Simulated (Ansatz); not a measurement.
A computed series for W: response to strain

Consider W in the bcc (W type) structure (space group Im-3m, No. 229; a = 3.135 Å; relaxed with 0.1 eV smearing).

Strains are applied to the cell and any free atomic positions relax.

The values are results of LDA (Ansatz, a first-principles code, PAW, scalar-relativistic without spin-orbit coupling), not measurements.

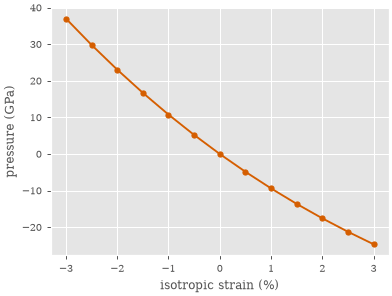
*Pressure against isotropic strain*

Task: From the plot, what is the pressure for isotropic strain +3.00 %?

Result: About -25 GPa.

Task: Is the trend monotonic over the range shown?

Result: Yes, it falls throughout, spanning -24.7 GPa to 37.0 GPa.

No phonon test of stability was made. All final runs are without spin polarisation.
